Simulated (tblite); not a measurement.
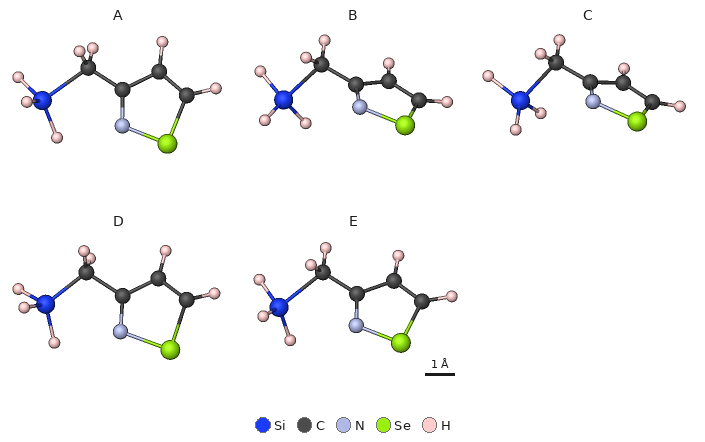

5 geometries from one relaxation of C₄H₇NSeSi (charge +1, multiplicity 2), in shuffled order. Style: ball-and-stick. Shown face on.

Level of theory: GFN2-xTB geometry optimisation, gas phase (tblite). 

### Put them in the order of the run, from the start to the converged end.

D, A, E, B, C. They are steps 0, 28, 42, 63, 125, at +255.6 kJ/mol, +40.6 kJ/mol, +21.6 kJ/mol, +3.53 kJ/mol relative to the last. The N atom moves most after the best rigid fit: 1.81 Å. By element the largest moves are N 1.81 Å, Se 1.76 Å, H 1.57 Å, C 0.83 Å, Si 0.46 Å. Among the contacts that change: C–Si 1.833 → 2.035 Å, N–Se 1.895 → 1.731 Å, C–C 1.481 → 1.347 Å, C–C 1.544 → 1.428 Å. Bond angles that change, for instance: C–C–H 105.5° → 128.1°, Se–C–H 107.2° → 122.6°, Se–C–C 94.8° → 109.2°. Groups turn about C–C by about 90°, C–Si by about 35°. After 125 geometry steps the energy has fallen by 255.6 kJ/mol.
